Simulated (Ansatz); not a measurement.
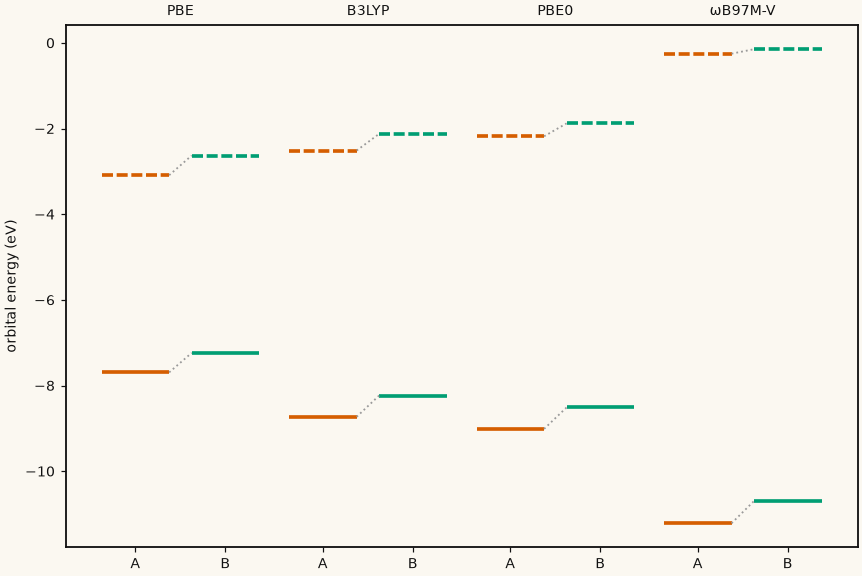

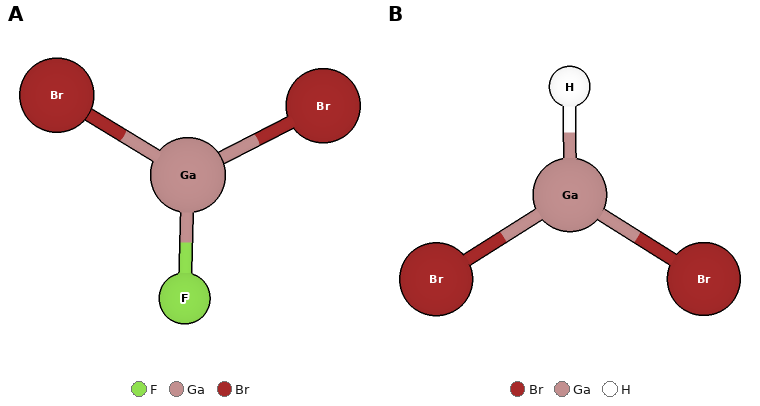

One change: A, GaBr₂F (SMILES [F][Ga]([Br])[Br]), becomes B, GaHBr₂ (SMILES [Br][GaH][Br]). F on Ga is replaced by H. HOMO (solid) and LUMO (dashed) computed in def2-TZVPP at PBE0-D4/def2-TZVP geometries, both minima by their frequencies, gas phase, the Ansatz code.

Question: What does the change do to HOMO and LUMO?

Answer: PBE: the HOMO rises by 0.46 eV, the LUMO rises by 0.46 eV, and the separation goes from 4.60 to 4.61 eV. B3LYP: the HOMO rises by 0.50 eV, the LUMO rises by 0.39 eV, and the separation goes from 6.22 to 6.11 eV. PBE0: the HOMO rises by 0.50 eV, the LUMO rises by 0.30 eV, and the separation goes from 6.83 to 6.63 eV. ωB97M-V: the HOMO rises by 0.52 eV, the LUMO rises by 0.11 eV, and the separation goes from 10.96 to 10.55 eV.

Question: Do the functionals agree on the effect?

Answer: They agree on the direction for both levels; the HOMO shift lies between 0.46 and 0.52 eV and the LUMO shift between 0.11 and 0.46 eV, while the separations themselves differ by up to 6.4 eV between functionals.
